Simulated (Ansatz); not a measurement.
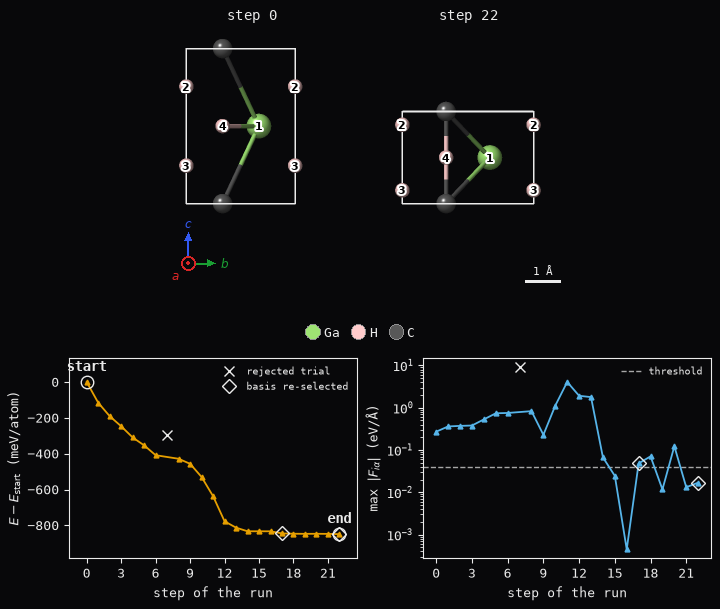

First and last geometry of a relaxation of crystalline GaH$_{3}$C (a generated structure, set up in P-6m2) (coarse preliminary run), with the history of the run. Style: ball-and-stick. Shown: the cell of the calculation, along the a axis.

The calculation used DFT PBE, scalar-relativistic, plane waves, PAW in Ansatz. Settings: plane-wave cutoff 420 eV; k-point mesh 6 × 6 × 4; occupations gaussian; smearing width 0.1 eV; collinear spin; cell and atoms relaxed; force threshold 0.04 eV/Å; at most 70 steps.

Read the history and describe the run.

It converged. Over 19 accepted moves (22 points after the start) the energy falls by 849 meV per atom. The largest force component goes from 0.27 to 0.017 eV/Å. Pressure: −14.25 GPa at the start and 0.14 GPa at the end. The line search rejected the trial step at point 7 of the run. At 2 points the geometry stayed and the basis and grid were re-selected for the new cell (energy shift of 11.9 meV per atom at most each time). The largest moves relative to the cell, 0.27 Å, are those of H atoms. Ga and C stay in place. The drawn cell changes as follows: a = b 3.597 → 4.339 Å (+20.6 %), c 4.441 → 2.637 Å (−40.6 %); the volume changes by −13.6 %. Some distances before and after: Ga–Ga 4.441 → 2.637 Å, H–H 2.174 → 0.760 Å, C–H 2.220 → 1.319 Å, Ga–H 2.077 → 2.505 Å. New bonds form: C–H (2.22 → 1.32 Å), H–H (2.17 → 0.76 Å). The space group stays P-6m2 (No. 187). The program noted that the starting moments weren't kept. The run may lie on a higher electronic state than the lowest, so the end point isn't shown to be the ground-state structure.

| step | E − E(0), meV/atom | largest force component, eV/Å | pressure, GPa | volume, Å³/atom | note |
| --- | --- | --- | --- | --- | --- |
| 0 | 0.00 | 0.2723 | -14.25 | 9.951 |  |
| 1 | -115.34 | 0.3618 | -12.67 | 8.675 |  |
| 2 | -190.39 | 0.3729 | -9.11 | 7.827 |  |
| 3 | -246.76 | 0.3802 | -5.82 | 7.267 |  |
| 4 | -309.30 | 0.5307 | -3.25 | 6.925 |  |
| 5 | -353.41 | 0.7401 | 1.91 | 6.647 |  |
| 6 | -408.38 | 0.7535 | 6.88 | 6.708 |  |
| 7 | -295.55 | 9.2669 | 15.31 | 6.920 | rejected |
| 8 | -428.23 | 0.8320 | 2.79 | 7.085 |  |
| 9 | -456.41 | 0.2290 | 0.56 | 7.361 |  |
| 10 | -529.99 | 1.1257 | -0.60 | 7.624 |  |
| 11 | -637.18 | 4.0734 | 1.16 | 7.846 |  |
| 12 | -777.36 | 1.9192 | 2.36 | 7.662 |  |
| 13 | -812.93 | 1.7874 | 8.37 | 7.500 |  |
| 14 | -833.15 | 0.0672 | 0.58 | 7.944 |  |
| 15 | -833.21 | 0.0246 | 0.17 | 8.001 |  |
| 16 | -833.21 | 0.0004 | 0.01 | 8.020 |  |
| 17 | -845.11 | 0.0483 | 1.42 | 8.020 | same geometry, new basis |
| 18 | -846.80 | 0.0710 | 0.41 | 8.267 |  |
| 19 | -847.46 | 0.0117 | 0.14 | 8.450 |  |
| 20 | -847.12 | 0.1231 | -0.21 | 8.757 |  |
| 21 | -847.68 | 0.0132 | 0.00 | 8.601 |  |
| 22 | -849.12 | 0.0170 | 0.14 | 8.601 | same geometry, new basis |
